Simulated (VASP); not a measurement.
Given:

```
CELL_PARAMETERS angstrom
      4.40456     0.00000     0.00000
      0.00000     4.40456     0.00000
      0.00000     0.00000     4.40456
ATOMIC_POSITIONS crystal
  Fe 0.86274 0.63726 0.36274
  Fe 0.36274 0.86274 0.63726
  Fe 0.13726 0.13726 0.13726
  Fe 0.63726 0.36274 0.86274
  Si 0.15889 0.34111 0.65889
  Si 0.65889 0.15889 0.34111
  Si 0.84111 0.84111 0.84111
  Si 0.34111 0.65889 0.15889
```

Level of theory: PBEsol GGA, VASP's PBE PAW potentials (set 64) (plane waves; VASP). Settings: 400 eV cut-off, 6×6×6 Γ-centred mesh, tetrahedra with Blöchl corrections, potentials Fe Si.

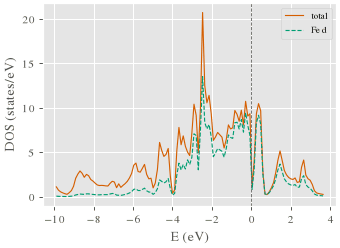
Total and projected density of states, zero at the valence-band maximum

Within 2 eV below the valence-band maximum the largest weight inside VASP's projection spheres is Fe d.

It has a band gap.

The compound is FeSi in the B20 structure. It was relaxed first, which changed the volume by -6 %. The run is not spin-polarised, so no magnetic state was tried.
